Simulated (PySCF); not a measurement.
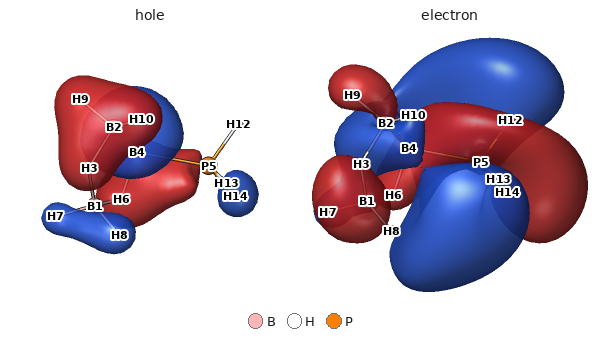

*B3H7(PH3) (B$_{3}$H$_{10}$P). Leading natural transition orbital pair of S₃ (TDA singlet states); the surfaces enclose about 85 % of each orbital's density.*

Method: B3LYP/def2-SVPD; geometry: GFN2-xTB; program: PySCF. No frequency check shows the geometry to be a minimum. GFN2-xTB bond lengths at metals and heavier atoms can be off by up to 0.1 Å and shapes distorted, which carries into these values.

Cartesian coordinates (Å):

```
B1      -1.8451   -0.9999    0.1523
B2      -1.3354    1.1327    0.2382
H3      -2.2008    0.1205    0.6510
B4      -0.3239    0.2476   -0.7464
P5       1.4513   -0.0868    0.0728
H6      -0.7870   -1.0044   -0.6881
H7      -2.7133   -1.3637   -0.5647
H8      -1.4641   -1.6834    1.0431
H9      -2.1232    1.8560   -0.2878
H10     -0.9463    1.4878    1.3135
H11     -0.1428    0.3647   -1.9242
H12      2.2862    1.0039    0.0681
H13      1.4808   -0.3481    1.4201
H14      2.3628   -1.0329   -0.3442
```

Characterise the state.

6.46 eV (192 nm), f = 0.051, charge transfer, whose energy this functional puts too low; the leading pair carries 94 %; hole on B2 and B4 (31 % each), P5 (6 %) and H10 (6 %), electron on P5 (36 %), B4 (12 %) and H12 and H14 (10 % each); their centroids lie 2.0 Å apart. In canonical orbitals it is mainly HOMO → LUMO+2 (81 %). The HOMO–LUMO gap is 7.00 eV.
